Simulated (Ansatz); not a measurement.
# PBE0/STO-3G run of S2F2 (Thio-thionyl fluoride)

What is the vertical electron affinity of S2F2 (Thio-thionyl fluoride) at PBE0/STO-3G? 

The calculation is run with Ansatz 0.2.0.

55 further runs of the same task are left out: 15 that didn't finish, 40 set aside as unsound or not needed.

## (1) The molecule

S2F2 has 4 atoms, charge 0, and is taken as a singlet. SMILES: `FS(F)=S`. Geometry: relaxed at PBE0-D4/def2-TZVP.

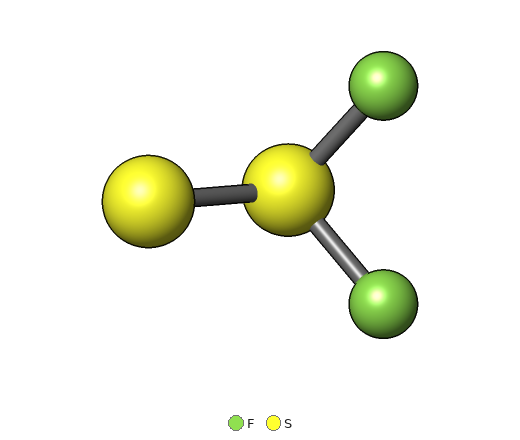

Viewed from a chosen angle; fluorine green, sulfur yellow.

## (2) The energy at PBE0/STO-3G

job.yaml

```yaml
crystal:
  periodic: [false, false, false]
  atoms:
    - symbol: F
      position_ang: [0.734930, 0.336790, 1.199050]
    - symbol: S
      position_ang: [-0.480890, -0.090070, 0.240730]
    - symbol: F
      position_ang: [0.313460, -1.382440, -0.286190]
    - symbol: S
      position_ang: [-0.567510, 1.135710, -1.153590]
basis:
  gaussian:
    orbitals: STO-3G
total_charge: 0
accuracy: high
hamiltonian:
  xc: {name: PBE0}
```

The run is started by

```
$ ansatz run job.yaml --threads 1 --pin off --max-ram 3480MiB --events-out events.jsonl --progress --plain --runs-dir runs
```

Log:

```text
Warning: RAYON_NUM_THREADS=1 ignored (pool sized by the plan → 1); use --threads N
Functional definition: PBE0
  name "PBE0"
  parameter a = 0.25
  parameter kappa = 0.804
  parameter beta = 0.06672455060314922
  exchange = (1 - a)*pbe_x(kappa = kappa, mu = beta*pi^2/3) + a*exact_x
  correlation = pbe_c(beta = beta)
536 factors; integrals over basis functions are off by at most 2.7e-8 eV
mean field evaluation 1: about -26763.9712 eV, gradient 3.7e1 eV
mean field evaluation 2: about -26749.3151 eV, gradient 7.7e1 eV
mean field evaluation 4: about -26769.4893 eV, gradient 4.6e0 eV
mean field evaluation 8: about -26769.6287 eV, gradient 3.2e-2 eV
mean field evaluation 16: about -26769.6288 eV, gradient 1.2e-6 eV
mean field -26769.62875114 eV, -983.7657114983 hartree, gradient 1.1e-8 eV, S^2 0.000000; 0 other end points of the search recorded, 0 dependent functions left out
reference -26769.62875200 eV, -983.7657115298 hartree; 25, 25 occupied and 3, 3 virtual orbitals, 536 factors
Total energy: -26769.62875200 eV, -983.7657115298 hartree
```

It took 1.6 s on 1 thread of Arm Neoverse V1, shared host; peak memory 0.11 GiB.

## (3) The doublet anion, same level

input.yaml

```yaml
crystal:
  periodic: [false, false, false]
  atoms:
    - {symbol: F, position_ang: [0.734930, 0.336790, 1.199050]}
    - {symbol: S, position_ang: [-0.480890, -0.090070, 0.240730]}
    - {symbol: F, position_ang: [0.313460, -1.382440, -0.286190]}
    - {symbol: S, position_ang: [-0.567510, 1.135710, -1.153590]}
basis:
  gaussian:
    orbitals: STO-3G
total_charge: -1
magnetization:
  spin_polarized: true
  initial_magnetization: 1
hamiltonian:
  xc: {name: PBE0}
accuracy: high
```

The run is started by

```
$ ansatz run input.yaml --threads 1 --pin off --max-ram 3480MiB --events-out events.jsonl --progress --plain --runs-dir runs
```

Log:

```text
Warning: RAYON_NUM_THREADS=1 ignored (pool sized by the plan → 1); use --threads N
Functional definition: PBE0
  name "PBE0"
  parameter a = 0.25
  parameter kappa = 0.804
  parameter beta = 0.06672455060314922
  exchange = (1 - a)*pbe_x(kappa = kappa, mu = beta*pi^2/3) + a*exact_x
  correlation = pbe_c(beta = beta)
536 factors; integrals over basis functions are off by at most 2.7e-8 eV
mean field evaluation 1: about -26759.5817 eV, gradient 1.9e1 eV
mean field evaluation 2: about -26758.1688 eV, gradient 2.4e1 eV
mean field evaluation 4: about -26762.8105 eV, gradient 8.6e-1 eV
mean field evaluation 8: about -26762.8823 eV, gradient 4.5e-3 eV
mean field evaluation 16: about -26762.8823 eV, gradient 2.7e-6 eV
mean field -26762.88232942 eV, -983.5177850732 hartree, gradient 5.0e-8 eV, S^2 0.758472; 0 other end points of the search recorded, 0 dependent functions left out
reference -26762.88233029 eV, -983.5177851051 hartree; 26, 25 occupied and 2, 3 virtual orbitals, 536 factors
Total energy: -26762.88233029 eV, -983.5177851051 hartree
```

Wall time 3 s (1 thread of Arm Neoverse V1, shared host); peak memory 0.16 GiB.

## (4) Results

At PBE0/STO-3G:

| quantity | value |
| --- | --- |
| singlet S2F2: total energy | -983.76571 Eh |
| doublet anion: total energy | -983.51779 Eh |
| doublet anion: ⟨S²⟩ | 0.758 |
| vertical electron affinity (to the doublet anion) | -6.746 eV |

What this shows: The anion lies 6.75 eV (156 kcal/mol) above the neutral: the electron isn't bound at this level, and such a value depends on the basis. Without diffuse functions anions come out too high. In a minimal basis such a difference can be off by several eV, whatever the method.
